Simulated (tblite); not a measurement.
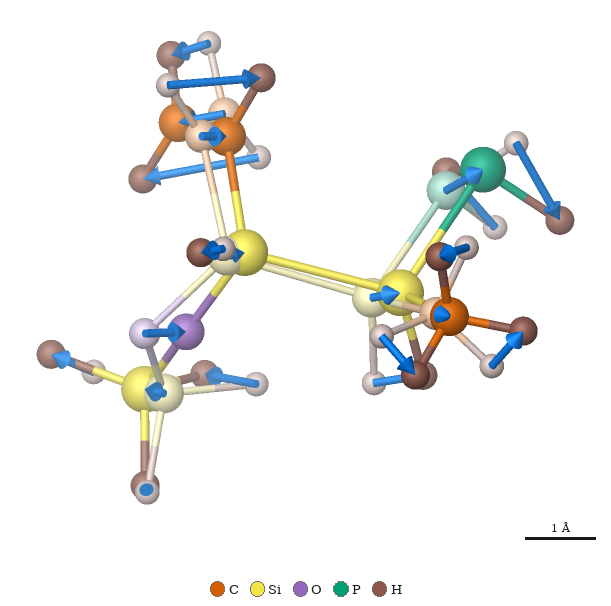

A relaxation of C3H13OPSi3. The starting structure is drawn faded, the final one solid; blue arrows show the displacements, at their true length. The two geometries are superimposed by the best rigid fit.

A ball-and-stick model, seen from a free direction.

Theory: GFN2-xTB geometry optimisation, gas phase (tblite 0.8.0). 

Q: Atoms of which element are displaced furthest, and by how much?

A: Hydrogen: up to 1.70 Å, against 0.93 Å for phosphorus.

Q: What happened in the run?

A: The atom that moves furthest after the best rigid fit is an H atom (1.70 Å). Largest moves by element: H 1.70 Å, P 0.93 Å, O 0.77 Å, C 0.72 Å, Si 0.52 Å. Among the contacts that change: Si–Si 2.866 → 3.187 Å, Si–Si 2.224 → 2.325 Å, O–Si 1.697 → 1.619 Å, H–P 1.457 → 1.384 Å. Among the angles between lasting bonds that change: Si–O–Si 115.5° → 158.2°, Si–P–H 113.0° → 94.8°, Si–P–H 112.8° → 95.5°. Groups turn about C–Si by about 80°, O–Si by about 45°, C–Si by about 30°. After 237 geometry steps the energy has fallen by 37.8 kcal/mol. The run took 3.3 s on 1 thread of Intel(R) Xeon(R) 6975P-C, with other jobs on the host.
